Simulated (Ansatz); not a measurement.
# Al4H4Te4 ((HAlTe)4 cubane): what the fields show

Input file:

```
crystal:
  periodic: [false, false, false]
  atoms:
    - {symbol: Al, position_ang: [0.579908, -0.978651, 1.708769]}
    - {symbol: H, position_ang: [1.029630, -1.738289, 3.034001]}
    - {symbol: Te, position_ang: [1.835284, 1.344891, 1.172523]}
    - {symbol: Al, position_ang: [-0.719649, 1.859843, 0.486928]}
    - {symbol: H, position_ang: [-1.277695, 3.302701, 0.864135]}
    - {symbol: Te, position_ang: [-2.009542, -0.245783, 1.566185]}
    - {symbol: Al, position_ang: [-1.472045, -1.078769, -0.939880]}
    - {symbol: H, position_ang: [-2.614081, -1.915716, -1.668450]}
    - {symbol: Te, position_ang: [0.897505, -2.318816, -0.607745]}
    - {symbol: Al, position_ang: [1.611764, 0.197574, -1.255812]}
    - {symbol: H, position_ang: [2.862131, 0.351295, -2.229720]}
    - {symbol: Te, position_ang: [-0.723210, 1.219710, -2.130955]}
basis:
  gaussian: {orbitals: def2-TZVP, initial_orbitals: start.molden}
hamiltonian: {xc: pbe0, dispersion: d4}
scf: {omitted_lower_state_checks: [starts]}
output: {forces: true, orbitals: {seedname: orbitals}}
```

Launched as:

```sh
ansatz run in.yaml --threads 4 --pin off --events-out ev --progress --plain --max-ram 6963MiB
```

Geometry: PBE-D4/def2-SVP; core potentials replace the inner electrons of Te.

These are results of RKS PBE0-D4/def2-TZVP (Ansatz), not measurements.

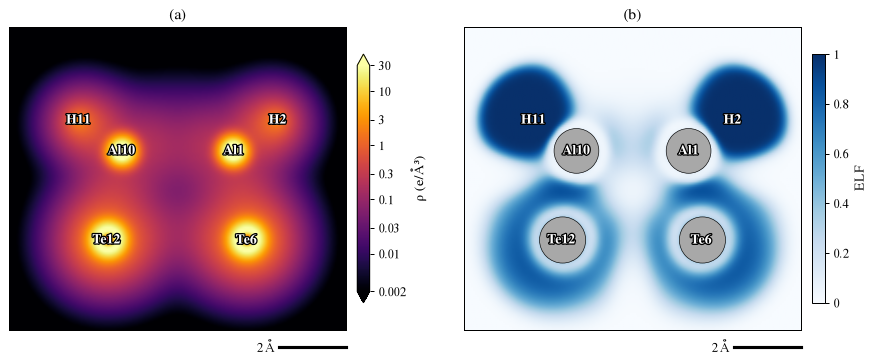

Figure 1. (a) electron density; (b) ELF on the plane of atoms H11, Al10 and Te12. Grey discs cover the atomic cores in the ELF map.

Q: What does the map show?

A:
- The section cuts through Al, H and Te sites.
- Al–Te (2.69 Å): ρ at the midpoint is about 0.41 e/Å³, with its minimum of 0.29 e/Å³ about 0.9 Å from Al; the ELF peaks at about 0.85 between the atoms; a shared electron pair.
- Al–H (1.59 Å): ρ at the midpoint is about 0.55 e/Å³; the ELF climbs to about 1 towards the hydrogen.
- The ELF also peaks beside Te12 and Te6, away from the bonds: lone-pair regions.

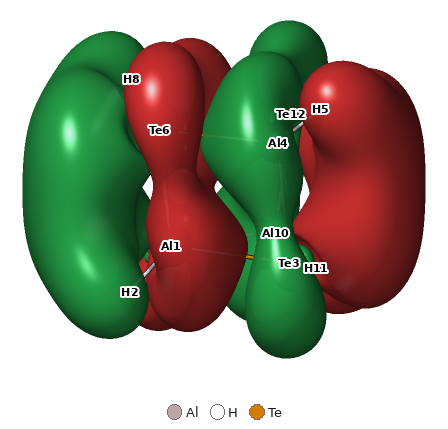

Figure 2. The LUMO at ±0.03 Å⁻³ᐟ² (green and red are the two phases), seen across its widest extent.

Q: Describe this orbital and give its energy.

A: By Hirshfeld shares it lies mainly on Al1 (about 10 %), Al4 (about 10 %), Al7 (about 10 %), Al10 (about 10 %), Te3 (about 10 %), Te6 (about 10 %), Te9 (about 10 %) and Te12 (about 10 %). It is one of a degenerate set, so its orientation is arbitrary. Its energy is −1.70 eV.

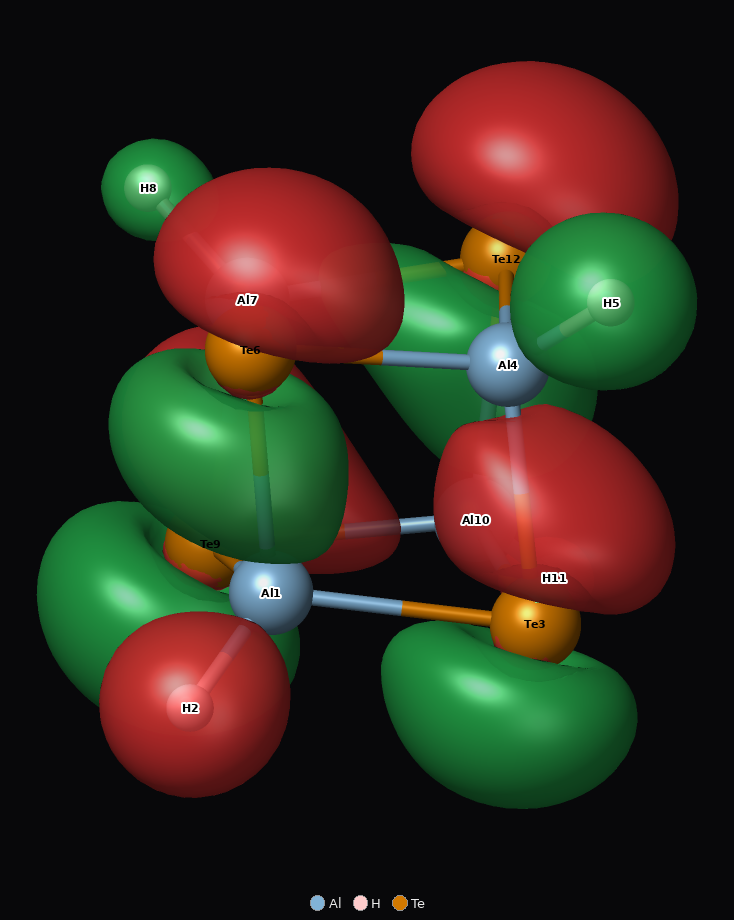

Figure 3. The HOMO at ±0.06 Å⁻³ᐟ² (green and red are the two phases), seen at a tilt.

Q: Where does this orbital lie, and at what energy?

A: It lies mainly on Te3 (about 20 %), Te6 (about 20 %), Te9 (about 20 %) and Te12 (about 20 %). It is one of a degenerate set, so its orientation is arbitrary. Its energy is −7.22 eV.
